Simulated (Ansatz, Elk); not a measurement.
## KLiIBr: X-ray structure factors from the self-consistent density

Structure refinements treat a crystal as free atoms side by side. For a made-up structure of KLiIBr (cell and positions from a PBEsol relaxation) the runs below show what the calculated density changes in F(hkl).

Program: Elk 11.2.3 (patched build). Level of theory: DFT, PBE, all-electron APW+lo, Dirac cores, scalar-relativistic bands, static density, no spin. Results are calculated unless marked as measured.

The structure was built from a prototype and need not be the compound's stable phase.

## Step 1: Set-up

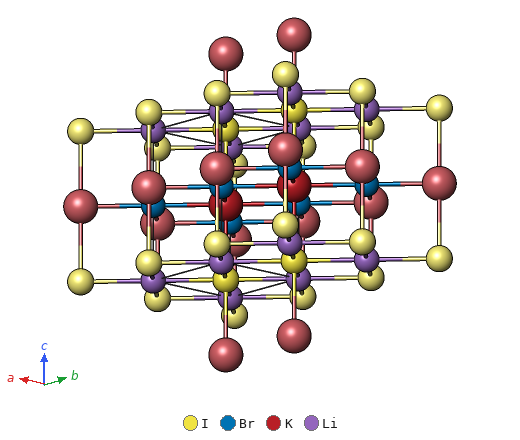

Start, viewed from a free direction; iodine yellow, bromine blue, potassium red, lithium purple. 1×2×1 cells are drawn. Some periodic images of atoms are drawn too.

## Step 2: Ground state and structure factors

An all-electron density is needed, since X-rays see the cores too. Task 0 finds the density and task 195 Fourier-transforms it; tshift is off so that phases refer to the origin typed.

File elk.in:

```
tasks
  0
  195

xctype
  20

spinpol
  .false.

rgkmax
  7.0

gmaxvr
  14.0

lmaxo
  7

lmaxapw
  8

swidth
  0.002

tshift
  .false.

ramdisk
  .false.

hmaxvr
  5.5

maxscl
  120

epspot
  1e-06

sppath
  './'

avec
  8.30432952674 0.00000000000 -0.00000000000
  0.00000000000 8.30432952674 -0.00000000000
  -0.00000000000 -0.00000000000 12.53354302016

atoms
  4
  'I.in'
  1
  0.5000000000 0.5000000000 0.0000000000   0.000000 0.000000 0.000000
  'Br.in'
  1
  -0.0000000000 -0.0000000000 0.5000000000   0.000000 0.000000 0.000000
  'K.in'
  1
  0.5000000000 0.5000000000 0.5000000000   0.000000 0.000000 0.000000
  'Li.in'
  1
  0.0000000000 -0.0000000000 -0.0000000000   0.000000 0.000000 0.000000

ngridk
  5 5 4
```

Run with:

```sh
$ OMP_NUM_THREADS=4 elk
```

Numbers of over 12 decimals in the logs are rounded to 6 here.

The program printed:

```text
┌─────────────────────────┐
│ Elk code version 11.2.3 │
└─────────────────────────┘

All units are atomic (Hartree, Bohr, etc.)

┌─────────────────────────────────────────────────┐
│ Ground-state run starting from atomic densities │
└─────────────────────────────────────────────────┘

Lattice vectors :
   8.304329527       0.000000000      -0.000000000
   0.000000000       8.304329527      -0.000000000
  -0.000000000      -0.000000000       12.53354302

Reciprocal lattice vectors :
  0.7566156048       0.000000000       0.000000000
   0.000000000      0.7566156048       0.000000000
   0.000000000       0.000000000      0.5013095896

Unit cell volume      :    864.3368011
Brillouin zone volume :   0.2869832837

Muffin-tin inner radius fraction :   0.1000000000E-01

Nuclei treated as point charges

Species : 1 (I)
 parameters loaded from : I.in
 name : iodine
 nuclear charge    :   -53.00000000
 electronic charge :    53.00000000
 atomic mass :    231332.6972
 muffin-tin radius :    2.600000000
 number of radial points in muffin-tin :   1193
 inner part over the whole radius :   0.9964907323E-02
 number on inner part of muffin-tin    :    851
 approximate nuclear radius :   0.9002358621E-04
 number of mesh points to nuclear radius :    431
 atomic positions (lattice), magnetic fields (Cartesian) :
  1 :   0.50000000  0.50000000  0.00000000    0.00000000  0.00000000  0.00000000

Species : 2 (Br)
 parameters loaded from : Br.in
 name : bromine
 nuclear charge    :   -35.00000000
 electronic charge :    35.00000000
 atomic mass :    145656.0816
 muffin-tin radius :    2.400000000
 number of radial points in muffin-tin :    993
 inner part over the whole radius :   0.9934012010E-02
 number on inner part of muffin-tin    :    703
 approximate nuclear radius :   0.7858070945E-04
 number of mesh points to nuclear radius :    344
 atomic positions (lattice), magnetic fields (Cartesian) :
  1 :   0.00000000  0.00000000  0.50000000    0.00000000  0.00000000  0.00000000

Species : 3 (K)
 parameters loaded from : K.in
 name : potassium
 nuclear charge    :   -19.00000000
 electronic charge :    19.00000000
 atomic mass :    71271.84090
 muffin-tin radius :    2.400000000
 number of radial points in muffin-tin :    993
 inner part over the whole radius :   0.9891652203E-02
 number on inner part of muffin-tin    :    697
 approximate nuclear radius :   0.6514746337E-04
 number of mesh points to nuclear radius :    319
 atomic positions (lattice), magnetic fields (Cartesian) :
  1 :   0.50000000  0.50000000  0.50000000    0.00000000  0.00000000  0.00000000

Species : 4 (Li)
 parameters loaded from : Li.in
 name : lithium
 nuclear charge    :   -3.000000000
 electronic charge :    3.000000000
 atomic mass :    12652.66898
 muffin-tin radius :    1.800000000
 number of radial points in muffin-tin :    593
 inner part over the whole radius :   0.9806707936E-02
 number on inner part of muffin-tin    :    401
 approximate nuclear radius :   0.4000070961E-04
 number of mesh points to nuclear radius :    148
 atomic positions (lattice), magnetic fields (Cartesian) :
  1 :   0.00000000  0.00000000  0.00000000    0.00000000  0.00000000  0.00000000

Total number of atoms per unit cell :    4
Total muffin-tin volume :    213.8628727
 ratio of muffin-tin to unit cell volume :   0.2474300208

Spin treatment :
 spin-unpolarised

Number of Bravais lattice symmetries :   16
Number of crystal symmetries         :   16
Crystal has inversion symmetry
Real symmetric eigensolver will be used

k-point grid :      5     5     4
k-point offset :    0.000000000       0.000000000       0.000000000
k-point set is reduced with full crystal symmetry group
Total number of k-points :       18

Muffin-tin radius times maximum |G+k| :    7.000000000
 using average radius
Maximum |G+k| for APW functions       :    3.043478261
Maximum (1/2)|G+k|²                   :    4.631379962
Maximum |G| for potential and density :    14.00000000
Constant for pseudocharge density :    9
[...]
from k-point 3 to k-point 1
Estimated direct band gap   :   0.1467244151
 at k-point 1

Charges :
 core                        :    64.00000000
 valence                     :    46.00000000
 interstitial                :    5.766842934
 muffin-tins (core leakage)
  species : 1 (I)
   atom 1                    :    50.94372346     (  0.2022070646E-03)
  species : 2 (Br)
   atom 1                    :    33.63180155     (  0.2275374863E-04)
  species : 3 (K)
   atom 1                    :    17.61673680     ( -0.1024884249E-06)
  species : 4 (Li)
   atom 1                    :    2.040895249     (   0.000000000    )
 total in muffin-tins        :    104.2331571
 total calculated charge     :    109.9996839
 total charge                :    110.0000000
 error                       :   0.3161190779E-03

RMS change in Kohn-Sham potential (target) :    6.365805436     (  0.1000000000E-05)
Absolute change in total energy (target)   :    4.984468774     (  0.1000000000E-03)

[... loops 3 to 13 left out ...]

┌──────────────────┐
│ Loop number : 14 │
└──────────────────┘

Energies :
 Fermi                       :     0.57969004322765E-01
 sum of occupied eigenvalues :     -6207.8549563183
 electron kinetic            :      10832.018744457
 core electron kinetic       :      10362.772585995
 Coulomb                     :     -20858.217710947
 Coulomb potential           :     -16636.789978733
 nuclear-nuclear             :     -910.36137455245
 electron-nuclear            :     -23270.571465721
 Hartree                     :      3322.7151293257
 Madelung                    :     -12539.822721581
 xc potential                :     -403.08372204186
 exchange                    :     -303.95455341618
 correlation                 :     -5.411230
 electron entropic           :    -0.47494826406064E-11
 total energy                :     -10335.564750159

Density of states at Fermi energy :   0.4990190554E-07
 (states/Hartree/unit cell)

Estimated indirect band gap :   0.1443731870
 from k-point 1 to k-point 1
Estimated direct band gap   :   0.1443731870
 at k-point 1

Charges :
 core                        :    64.00000000
 valence                     :    46.00000000
 interstitial                :    5.786404463
 muffin-tins (core leakage)
  species : 1 (I)
[...]
species : 2 (Br)
[...]
species : 3 (K)
[...]
species : 4 (Li)
   atom 1                    :    2.046281376     (   0.000000000    )
 total in muffin-tins        :    104.2135955
 total calculated charge     :    109.9996862
 total charge                :    110.0000000
 error                       :   0.3138295758E-03

RMS change in Kohn-Sham potential (target) :   0.7828311415E-06 (  0.1000000000E-05)
Absolute change in total energy (target)   :   0.4578825792E-04 (  0.1000000000E-03)

Convergence targets achieved

┌──────────────────┐
│ Loop number : 15 │
└──────────────────┘

Energies :
 Fermi                       :     0.57969040952656E-01
 sum of occupied eigenvalues :     -6207.8549508687
 electron kinetic            :      10832.018750649
 core electron kinetic       :      10362.772590403
 Coulomb                     :     -20858.217711444
 Coulomb potential           :     -16636.789980340
 nuclear-nuclear             :     -910.36137455245
 electron-nuclear            :     -23270.571464837
 Hartree                     :      3322.7151279456
 Madelung                    :     -12539.822721274
 xc potential                :     -403.08372117818
 exchange                    :     -303.95455333567
 correlation                 :     -5.411230
 electron entropic           :    -0.47494829885582E-11
 total energy                :     -10335.564744387

Density of states at Fermi energy :   0.4990189979E-07
 (states/Hartree/unit cell)

Estimated indirect band gap :   0.1443731061
 from k-point 1 to k-point 1
Estimated direct band gap   :   0.1443731061
 at k-point 1

Charges :
 core                        :    64.00000000
 valence                     :    46.00000000
 interstitial                :    5.786404532
 muffin-tins (core leakage)
  species : 1 (I)
   atom 1                    :    50.99145604     (  0.2008356201E-03)
  species : 2 (Br)
   atom 1                    :    33.54255651     (  0.2297518633E-04)
  species : 3 (K)
   atom 1                    :    17.63330154     ( -0.1012703432E-06)
  species : 4 (Li)
   atom 1                    :    2.046281372     (   0.000000000    )
 total in muffin-tins        :    104.2135955
 total calculated charge     :    109.9996862
 total charge                :    110.0000000
 error                       :   0.3138296037E-03

┌──────────────────────────────┐
│ Self-consistent loop stopped │
└──────────────────────────────┘

Warning : core states of species 1 leak from the muffin-tin :   0.2008356201E-03

Wrote STATE.OUT
```

Wall time 32 s (4 threads of Arm Neoverse V1, shared host); peak memory 0.2 GiB; 64 s of CPU time.

SFACRHO.OUT:

```text

h k l indices transformed by vhmat matrix:
   1.000000000       0.000000000       0.000000000    
   0.000000000       1.000000000       0.000000000    
   0.000000000       0.000000000       1.000000000    

      h      k      l  multipl.   |H|            Re(F)            Im(F)           |F|

      0      0      0      1   0.0000000       110.00000      0.94880309E-17   110.00000    
      0      0      1      2  0.50130959       1.9685982      0.26259846E-13   1.9685982    
      0      1      0      4  0.75661560      -30.650395      0.71193937E-14   30.650395    
     -1      0     -1      8  0.90762243      -60.089518     -0.17754004E-13   60.089518    
      0      0      2      2   1.0026192       93.165143     -0.48924172E-13   93.165143    
      1      1      0      4   1.0700160       91.520960     -0.14435890E-13   91.520960    
      1      1     -1      8   1.1816284       2.3415824     -0.31231720E-13   2.3415824    
      0     -1      2      8   1.2560702      -27.070387     -0.22690544E-13   27.070387    
      1      1      2      8   1.4663491       82.689564     -0.47651734E-13   82.689564    
      0      0     -3      2   1.5039288       2.7659936     -0.83387891E-13   2.7659936    
     -2      0      0      4   1.5132312       81.701709      0.13042677E-13   81.701709    
      2      0     -1      8   1.5941079       2.9165263     -0.28687953E-13   2.9165263    
     -1      0      3      8   1.6835287      -50.769588      0.25541791E-13   50.769588    
     -1     -2      0      8   1.6918439      -24.212137     -0.18564740E-13   24.212137    
      1      2     -1     16   1.7645530      -49.998478     -0.25925725E-14   49.998478    
      0      2     -2      8   1.8152449       75.972588      0.27573261E-13   75.972588    
      1      1     -3      8   1.8457346       3.2019605     -0.84179257E-13   3.2019605    
     -1      2      2     16   1.9666167      -22.503039     -0.18422342E-13   22.503039
```

Elk indexes on the primitive cell of elk.in and gives |H| = 4π sin θ/λ in inverse bohr. Below, one row stands for each form hkl of the conventional cell (m members, Friedel mates merged), F is for one primitive cell and the density is static (no thermal factor). Free-atom factors are Waasmaier and Kirfel's, and R is Σm||F|−|F'||/Σm|F|.

```csv
hkl,m,sin θ/λ (Å⁻¹),"abs F, DFT",neutral atoms,diff.,ions,diff.
001,2,0.075,1.969,2.161,-0.193,1.832,+0.137
100,4,0.114,30.650,30.605,+0.046,30.689,-0.038
101,8,0.137,60.090,59.779,+0.310,59.996,+0.094
002,2,0.151,93.165,92.828,+0.337,92.900,+0.265
110,4,0.161,91.521,91.288,+0.233,91.321,+0.200
111,8,0.178,2.342,2.438,-0.096,2.348,-0.006
102,8,0.189,27.070,27.106,-0.036,27.091,-0.021
112,8,0.221,82.690,82.713,-0.024,82.641,+0.049
003,2,0.226,2.766,2.833,-0.067,2.823,-0.057
200,4,0.228,81.702,81.770,-0.069,81.696,+0.006
201,8,0.240,2.917,2.945,-0.029,2.947,-0.031
103,8,0.253,50.770,50.887,-0.117,50.755,+0.015
210,8,0.254,24.212,24.120,+0.092,24.103,+0.109
211,16,0.265,49.998,50.115,-0.117,49.999,-0.000
202,8,0.273,75.973,76.096,-0.123,76.024,-0.051
113,8,0.278,3.202,3.220,-0.018,3.244,-0.042
212,16,0.296,22.503,22.440,+0.063,22.436,+0.067
004,2,0.301,72.846,72.861,-0.015,72.798,+0.048
203,8,0.321,3.420,3.424,-0.004,3.459,-0.040
220,4,0.322,70.672,70.706,-0.035,70.651,+0.021
104,8,0.322,21.478,21.457,+0.021,21.465,+0.013
221,8,0.331,3.493,3.450,+0.042,3.486,+0.006
```

The ions are K+, Li+, I− and Br−, by formal charge.

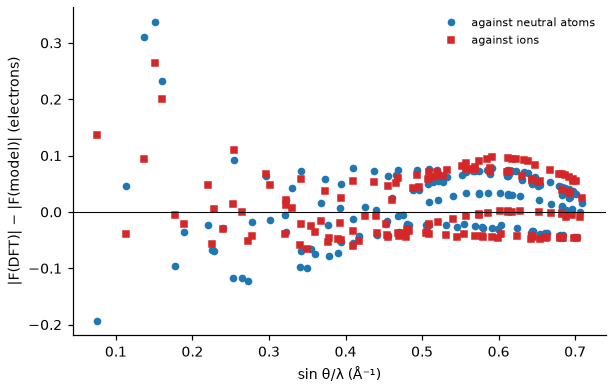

Difference between the calculated structure factors and the independent-atom ones.

## Step 3: The highest occupied states alone

An energy window below the Fermi level keeps the highest occupied states, to see at which angles they scatter; shallow core shells can lie inside it and anion s states outside. No new self-consistency is needed.

elk.in: that of step 2 with these lines changed.

```diff
@@ -1,3 +1,2 @@
 tasks
-  0
   195
@@ -40,2 +39,5 @@
 
+wsfac
+  -0.309520 0.357970
+
 sppath
```

Run with:

```sh
$ OMP_NUM_THREADS=4 elk
```

The program printed:

```text
┌─────────────────────────────────┐
│ Elk code version 11.2.3 started │
└─────────────────────────────────┘

Info(readinput): the functional depends on the density's gradient
 muffin-tin radial points multiplied by    2.00000
 (not where nrmtscf is given)

┌────────────────────┐
│ Current task : 195 │
└────────────────────┘

Info(sfacrho): density structure factors written to SFACRHO.OUT

 Energy window :  -0.3095200000      0.3579700000

┌──────────────────┐
│ Elk code stopped │
└──────────────────┘
```

Wall time 18 s (4 threads); peak memory 0.16 GiB.

States within 10 eV below the Fermi level hold 12.00 electrons; any levels below the window count with the cores. Their amplitudes can exceed the total, where window and core parts have opposite phase:

```csv
hkl,sin θ/λ (Å⁻¹),"abs F, window","abs F, all"
001,0.075,0.314,1.969
100,0.114,0.626,30.650
101,0.137,4.572,60.090
002,0.151,4.015,93.165
110,0.161,3.412,91.521
111,0.178,0.766,2.342
102,0.189,0.635,27.070
112,0.221,0.987,82.690
003,0.226,0.659,2.766
200,0.228,0.777,81.702
```

(Part 1 of 2 ends here.)

[Logs are printed without paths, hosts, clocks, repeated set-up lines and the standing remarks that a program may print on its own settings, such as how far it seeks lower states.]

[Hosts, paths, dates, database ids (printed as entryN), source tags and the programs' standing remarks are cut or masked in the printed files.]
